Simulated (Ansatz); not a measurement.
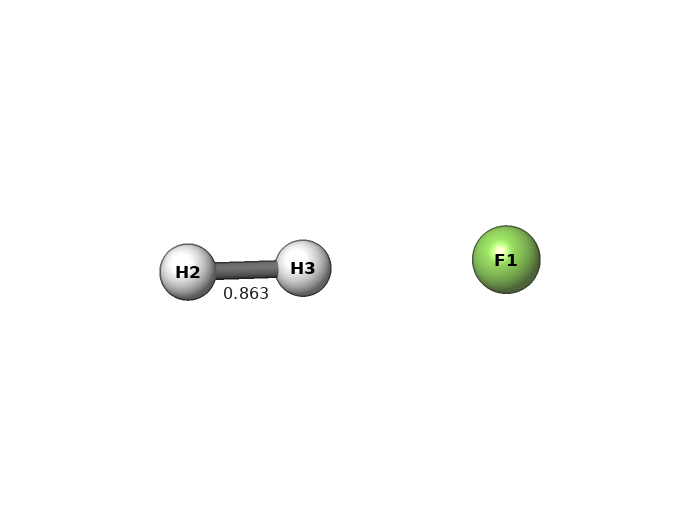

The numbers beside the sticks are distances in Å. Sticks don't show bond order. The species has charge −1 and is a spin singlet. The computed structure is the end point of a PBE-D4/def2-SVPD optimisation. No frequency run is at hand to confirm it as a minimum.

Question: Which of the marked bonds are single, double, triple or aromatic?

Answer: H2–H3 single. This is one Lewis structure.

Question: Give the structure as SMILES.

Answer: [F-].[H][H]
